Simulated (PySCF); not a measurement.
Tert-butyl chloride, SMILES CC(C)(C)Cl (C₄H₉Cl) at its CAM-B3LYP/def2-SVP optimised geometry (Å):

```
14

C      0.6688    -1.3348     1.2572
C      0.1471     0.0941     1.2061
C     -1.3735     0.1380     1.2556
C      0.6908     0.8467     0.0000
Cl     0.7637     0.9507     2.7033
H      0.3218    -1.8899     0.3711
H      1.7675    -1.3513     1.2690
H      0.3061    -1.8531     2.1557
H     -1.7516    -0.3670     2.1554
H     -1.7362     1.1752     1.2637
H     -1.7897    -0.3695     0.3708
H      0.3427     0.3648    -0.9275
H      1.7897     0.8467     0.0000
H      0.3456     1.8899     0.0000
```

Method: CAM-B3LYP/def2-TZVP (PySCF). Cells within 0.4 Å of a nucleus heavier than hydrogen are left out (blank, or x).

Map of the log10 of the electron density (e/bohr³), floored at −4 on the plane z = 0.0 Å:

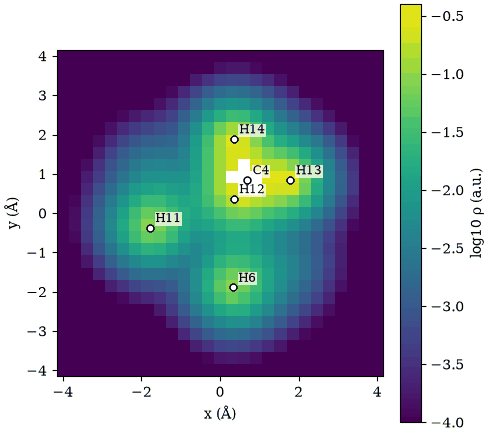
*Log10 of the electron density (e/bohr³), floored at −4 on the plane z = 0.0 Å.*
